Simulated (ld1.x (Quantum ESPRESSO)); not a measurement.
Input of ld1.x (Quantum ESPRESSO) 7.5:

```
 &input
   title='Ni', zed=28., rel=1, dft='PZ', iswitch=3,
   config='[Ar] 3d8 4s1.75 4p0',
   nld=3, rlderiv=2.30, eminld=-7.0, emaxld=5.0, deld=0.02
 /
 &inputp
   pseudotype=2, tm=.false., rho0=0.01, lloc=0,
   nlcc=.true., rcore=0.45,
   file_pseudopw='Ni.UPF', file_wfcaegen='ae.wfc', file_wfcncgen='nc.wfc', file_beta='beta', file_chi='chi'
 /
3
3P  2  1   6.00   0.00  0.95  0.95  0.0
3D  3  2   8.00   0.00  0.75  0.75  0.0
4S  1  0   1.75   0.00  2.10  2.10  0.0
 &test
   configts(1)='3p6 3d8 4s1.75 4p0'
 /
```

Command:
```bash
ld1.x < Ni.in > Ni.out
```

Functional and relativity: LDA (PZ), scalar-relativistic.

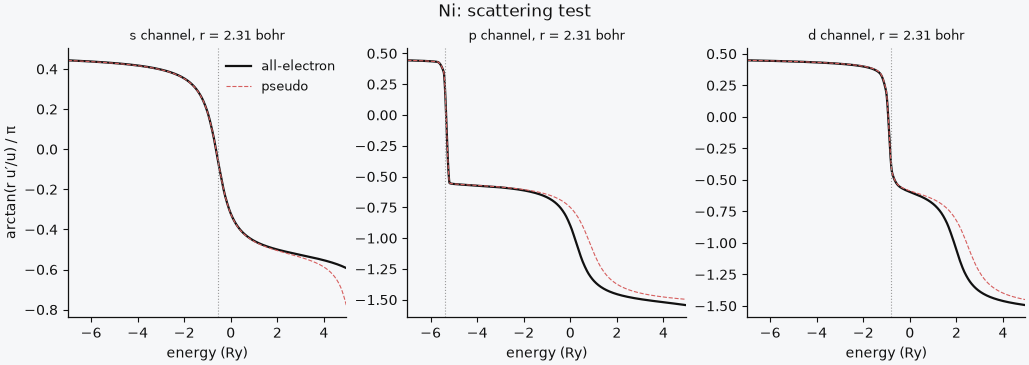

Unwrapped phase arctan(r u′/u) in units of π against energy, all-electron (solid) and pseudo (dashed); the pseudo phase is matched to the all-electron one at the reference energy. Here u = r R(r). A near-vertical step is a level narrower than the spacing of the points behind the curves. The dotted line marks the reference energy of the channel.

### What does the plot say about ghosts?

The plot shows none: the two phases stay within 0.91 rad of each other in all channels drawn. The separate test gives: no ghost state below the valence levels in the p, d, s, f channels.

### Over which energies does the pseudo-atom scatter like the all-electron atom (phases within 0.05 rad)?

s: up to about 3.3 Ry; p: up to about -1.3 Ry; d: up to about 0.5 Ry.
